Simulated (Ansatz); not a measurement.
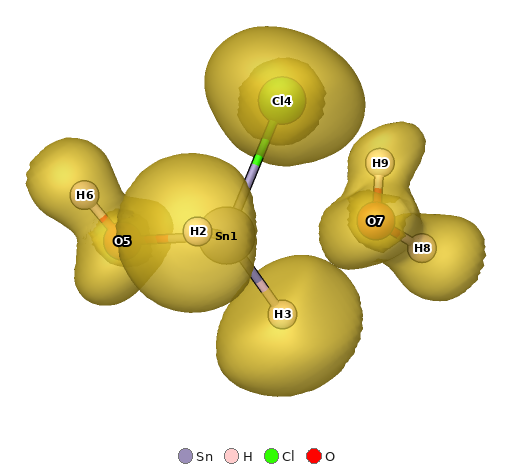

Figure. ClH₃OSn···H₂O. Isosurface of the ELF at 0.75 (yellow), seen at a tilt. Only the valence region is drawn (cores and ρ < 0.01 e/Å³ removed).

Core potentials replace the inner electrons of Sn.

Theory: Ansatz 0.2.0, RKS PBE0/def2-SVP.

```xyz
9

Sn    0.0400   -0.3205    0.3126
H    -0.3063   -0.6485    1.9464
H     1.5925   -0.3045   -0.3735
Cl   -1.2215    1.6174   -0.3219
O    -0.8030   -1.7477   -0.7852
H    -1.7518   -1.8321   -0.6384
O     1.1670    1.7866    1.5849
H     1.9478    2.1399    1.1417
H     0.4457    2.3578    1.2781
```

Identify the bonds, lone pairs and shells in this picture.

The surface consists of two regions around hydrogen nuclei, one region wrapped around Cl (its valence shell) and two joined regions spread over several atoms (H, O), in which their bonds and any lone pairs are merged. Profiles from the grid: Sn1···O7 (2.71 Å): the ELF dips to about 0.10 between them. Sn–O (1.99 Å): the ELF peaks at about 0.85 in the valence shell of O, 0.6 Å from its nucleus, and drops to about 0.15 between the two atoms.
